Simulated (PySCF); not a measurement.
# SiNH4 (SMILES [NH][SiH3]) at 6 levels

Wanted: a comparison of 6 runs (U-r2SCAN/STO-3G, UB2PLYP/STO-3G, UB3LYP/STO-3G, UPBE0/STO-3G, NEVPT2(3,3)/STO-3G, UCCSDT/STO-3G) of SiNH4. 

The results are computed with PySCF 2.14.0.

2 further runs of the same task are left out: 2 set aside as unsound or not needed.

## Step 1: The structure to begin with

SiNH4: 6 atoms, total charge 0, spin state doublet. SMILES: `[NH][SiH3]`. The Si2–H4 distance was set to 1.789 Å, away from the relaxed value.

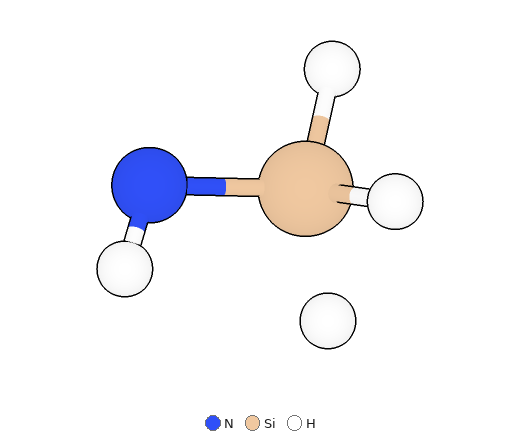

The structure, seen from a chosen angle (nitrogen blue, silicon light orange, hydrogen white).

## Step 2: The energy at U-r2SCAN/STO-3G (run 1)

mol.xyz

```xyz
6
H4NSi
N      0.813458    -0.709232     1.064585
Si     0.017658     0.473568     0.045085
H      1.144158    -1.514732     0.527785
H     -1.310600    -0.282300    -0.885500
H      1.010858     1.037768    -0.913815
H     -0.526742     1.560768     0.891285
```

input.py

```python
from pyscf import gto, dft

mol = gto.Mole()
mol.atom = 'mol.xyz'
mol.verbose = 4
mol.charge = 0
mol.max_memory = 1860
mol.basis = 'sto-3g'
mol.spin = 1
mol.build()

calc0 = dft.UKS(mol, xc='r2scan')
calc0.grids.level = 5
calc0.conv_tol = 1e-10
calc0.kernel()
if not calc0.converged:
    calc0 = calc0.newton().run(calc0.mo_coeff, calc0.mo_occ)

e_tot = calc0.e_tot
print('E = %.10f Eh' % e_tot)
```

The run is started by

```
OMP_NUM_THREADS=1 python input.py
```

Standard output:

```text
PySCF version 2.14.0

[... 58 lines left out ...]
WARN: HOMO -0.235518832998576 >= LUMO -0.235518832998575
[... 50 lines left out ...]
converged SCF energy = -342.40562288847  <S^2> = 0.75483192  2S+1 = 2.0048261
E = -342.4056228885 Eh
```

It took 8.1 s on 1 thread of Arm Neoverse V1, shared host; peak memory 0.21 GiB.

## Step 3: A single-point energy at UB2PLYP/STO-3G (run 2)

calc.py

```python
from pyscf import gto, dft, mp

mol = gto.M(
    atom='''
N      1.537213    -1.340254     2.011774
Si     0.033369     0.894914     0.085198
H      2.162145    -2.862429     0.997369
H     -2.476675    -0.533470    -1.673352
H      1.910245     1.961097    -1.726860
H     -0.995398     2.949424     1.684285
''',
    spin=1,
    unit='bohr',
    max_memory=1860,
    verbose=3,
    basis='sto-3g',
)

mf = dft.UKS(mol, xc='0.53*HF + 0.47*B88, 0.73*LYP')
mf.grids.level = 5
mf.conv_tol = 1e-10
mf.kernel()
if not mf.converged:
    mf = mf.newton().run(mf.mo_coeff, mf.mo_occ)

pt = mp.MP2(mf, frozen=6).run()
e_tot = mf.e_tot + 0.27 * pt.e_corr
print('PT2 part  %.8f' % (0.27 * pt.e_corr))
print(f'total energy: {e_tot:.8f} hartree')
```

The run is started by

```
OMP_NUM_THREADS=1 python calc.py
```

Standard output:

```text
WARN: HOMO -0.217354656911782 >= LUMO -0.217354656911781

converged SCF energy = -342.186185682042  <S^2> = 0.75574229  2S+1 = 2.0057341
E(UMP2) = -342.285781711126  E_corr = -0.0995960290847067
E(SCS-UMP2) = -342.299602468767  E_corr = -0.113416786725569
PT2 part  -0.02689093
total energy: -342.21307661 hartree
```

It took 6 s on 1 thread of Arm Neoverse V1, shared host; peak memory 0.2 GiB.

Runs 3 to 4 aren't shown in full; the table further down has their settings and results.

## Step 4: The energy at NEVPT2(3,3)/STO-3G (run 5)

calc.py

```python
import numpy
from pyscf import gto, scf, mp, mcscf, mrpt

system = gto.Mole()
system.atom = [
    ('N', (0.813458, -0.709232, 1.064585)),
    ('Si', (0.017658, 0.473568, 0.045085)),
    ('H', (1.144158, -1.514732, 0.527785)),
    ('H', (-1.310600, -0.282300, -0.885500)),
    ('H', (1.010858, 1.037768, -0.913815)),
    ('H', (-0.526742, 1.560768, 0.891285)),
]
system.spin = 1
system.basis = 'sto-3g'
system.verbose = 3
system.max_memory = 1860
system.build()

mf = system.ROHF()
mf.conv_tol = 1e-10
mf.kernel()
if not mf.converged:
    mf = mf.newton().run(mf.mo_coeff, mf.mo_occ)

pt = mp.MP2(scf.addons.convert_to_uhf(mf)).run()
noons, natorbs = mcscf.addons.make_natural_orbitals(pt)
print('natural occupations', numpy.round(noons[:40], 4))
cas = mcscf.CASSCF(mf, 3, 3)
cas.fix_spin_(ss=0.75)
cas.natorb = True
cas.kernel(natorbs)
e_pt2 = mrpt.NEVPT(cas).kernel()
etot = cas.e_tot + e_pt2
print('E(%s) = %.9f' % ('NEVPT2', etot))
```

The run is started by

```
OMP_NUM_THREADS=1 python calc.py
```

Standard output:

```text
converged SCF energy = -341.577787386548
E(UMP2) = -341.657086492431  E_corr = -0.0792991058833706
E(SCS-UMP2) = -341.667796566905  E_corr = -0.090009180357834
natural occupations [2.     2.     1.9999 1.9998 1.9998 1.9998 1.9972 1.9915 1.9886 1.9865
 1.9849 1.9768 0.9999 0.0253 0.0141 0.0128 0.012  0.0111]
CASSCF energy = -341.605354828643
CASCI E = -341.605354828643  E(CI) = -2.20224724256065  S^2 = 0.7500000
Sr    (-1)',   E = -0.00007669661536
Si    (+1)',   E = -0.00014616473901
Sijrs (0)  ,   E = -0.04905547778037
Sijr  (+1) ,   E = -0.00511630927530
Srsi  (-1) ,   E = -0.00298224001137
Srs   (-2) ,   E = -0.00020038965166
Sij   (+2) ,   E = -0.00056737521253
Sir   (0)' ,   E = -0.00608141484735
Nevpt2 Energy = -0.064226068132944
E(NEVPT2) = -341.669580897
```

It took 0.98 s on 1 thread of Arm Neoverse V1, shared host; peak memory 0.12 GiB.

## Step 5: The energy at UCCSDT/STO-3G (run 6)

run.py

```python
from pyscf import gto, scf, cc

mol = gto.Mole()
mol.atom = [
    ('N', (0.813458, -0.709232, 1.064585)),
    ('Si', (0.017658, 0.473568, 0.045085)),
    ('H', (1.144158, -1.514732, 0.527785)),
    ('H', (-1.310600, -0.282300, -0.885500)),
    ('H', (1.010858, 1.037768, -0.913815)),
    ('H', (-0.526742, 1.560768, 0.891285)),
]
mol.charge = 0
mol.spin = 1
mol.verbose = 4
mol.max_memory = 1860
mol.basis = 'sto-3g'
mol.build()

myscf = scf.UHF(mol)
myscf.conv_tol = 1e-10
myscf.kernel()
if not myscf.converged:
    myscf = myscf.newton().run(myscf.mo_coeff, myscf.mo_occ)

mycc = cc.CCSDT(myscf, frozen=6)
mycc.kernel()
e_final = mycc.e_tot
print('E(%s) = %.9f' % ('CCSDT', e_final))
```

The run is started by

```
OMP_NUM_THREADS=1 python run.py
```

Standard output:

```text
PySCF version 2.14.0

[... 102 lines left out ...]
converged SCF energy = -341.580397661092  <S^2> = 0.76266368  2S+1 = 2.0126238
[... 17 lines left out ...]
WARN: A large `blksize_v_aaa` is being used, which may cause large memory consumption
[... 3 lines left out ...]
WARN: A large `blksize_v_aab` is being used, which may cause large memory consumption
[... 10 lines left out ...]
Init t2, MP2 energy = -0.0754056728879191
[... 22 lines left out ...]
UCCSDT converged
[... 3 lines left out ...]
E(CCSDT) = -341.693600817
```

Run time: 2.2 s. Hardware: 1 thread of Arm Neoverse V1, shared host; peak memory 0.11 GiB.

## Step 6: Overview of the runs

```csv
run,level,frozen core orbitals,integration grid,energy (Eh),dipole moment (D) of the reference,HOMO energy (eV),LUMO energy (eV),wall time
1,U-r2SCAN/STO-3G,–,5,-342.405623,1.31,-3.06,-0.04,8.1 s
2,UB2PLYP/STO-3G,6,5,-342.213077,1.38,-5.79,3.49,6 s
3,UB3LYP/STO-3G,–,5,-342.456789,1.33,-4.05,0.46,6.3 s
4,UPBE0/STO-3G,–,5,-342.270543,1.37,-4.30,1.02,5.7 s
5,"NEVPT2(3,3)/STO-3G",–,–,-341.669581,1.40,–,–,0.98 s
6,UCCSDT/STO-3G,6,–,-341.693601,1.42,-8.15,7.82,2.2 s
```

## Step 7: Results

```
                                                         quantity          value
                                              run 6: total energy  -341.69360 Eh
                      run 6: dipole moment (Hartree–Fock density)         1.42 D
run 6: HOMO energy (Hartree–Fock orbitals) (highest over α and β)       -8.15 eV
 run 6: LUMO energy (Hartree–Fock orbitals) (lowest over α and β)        7.82 eV
               run 6: correlation energy (6 core orbitals frozen)     -113.2 mEh
                         run 6: ⟨S²⟩ of the reference determinant          0.763
                                             run 6: T1 diagnostic          0.010
```

What this shows: Over runs 1, 2, 3, 4 the dipole moment (its size) runs from 1.31 D (U-r2SCAN/STO-3G) to 1.38 D (UB2PLYP/STO-3G). A double hybrid's value is that of its SCF part. Totals of different functionals can't be ranked against each other. In runs 1, 2, 3, 4, 5, 6 the basis is minimal, so the values are rough. All runs together took 29 s, the longest 8.1 s.
